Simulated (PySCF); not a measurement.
C2H15NOSi4

Input

```
{"job": {"kind": "nmr", "xc": "PBE0", "basis": "pcSseg-1"}, "charge": 0, "multiplicity": 1}
C      3.163432     0.771349     0.578501
Si     2.346790    -0.858509     1.108240
Si     0.778276    -1.519704    -0.466686
Si    -0.921052     0.022057    -0.885540
C     -1.813303    -0.316965    -2.547669
O      0.015825     1.365957    -1.081794
Si    -2.532582     0.376594     0.743772
N     -1.644843     0.857979     2.145159
H      3.780808     0.630598    -0.304217
H      3.795589     1.184855     1.358787
H      2.409398     1.513188     0.333170
H      1.715705    -0.621405     2.423941
H      3.427996    -1.817117     1.392046
H      1.461076    -1.955306    -1.701760
H      0.149091    -2.773083     0.002931
H     -1.100796    -0.381997    -3.365977
H     -2.529422     0.462090    -2.802051
H     -2.355299    -1.256776    -2.514202
H     -0.350724     2.215745    -1.310129
H     -3.375742    -0.819314     0.955103
H     -3.482036     1.490700     0.576644
H     -0.795830     0.371401     2.383447
H     -2.147112     1.084649     2.988362
```

Run with:

```sh
OMP_NUM_THREADS=1 python probes_run.py task.json out
```

Geometry: GFN2-xTB.

Computed with PBE0/pcSseg-1, SCF density, gas phase, non-relativistic in PySCF 2.14.0.

What will maps of the electron density and electron localisation function show?

Si–N (1.73 Å): ρ at the midpoint is about 1.1 e/Å³; the ELF peaks at about 0.90 between the atoms; a polar covalent bond.
C–Si (1.92 Å): the density is about 0.9 e/Å³ at the midpoint; the ELF peaks at about 0.95 between the atoms (a shared electron pair).
Si–Si (2.32 Å): the density is about 0.69 e/Å³ at the midpoint; the ELF peaks at about 1 between the atoms; a shared electron pair.
N–H (1.01 Å): the density is about 2.8 e/Å³ at the midpoint; the ELF climbs to about 1 towards the hydrogen, as it does in any bond to H: a covalent bond by its length.

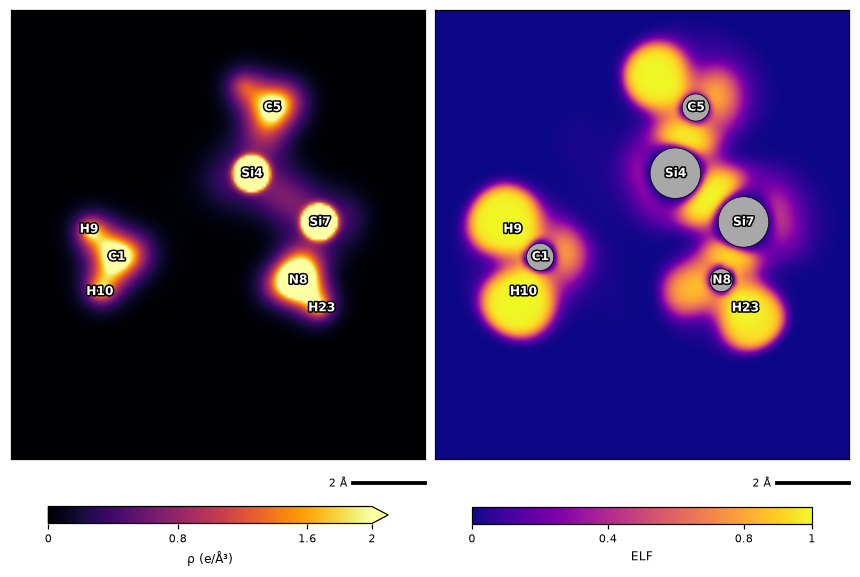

Computed electron density and electron localisation function on the plane of atoms Si4, Si7 and N8, in this order. Grey discs cover the atomic cores in the ELF map. 
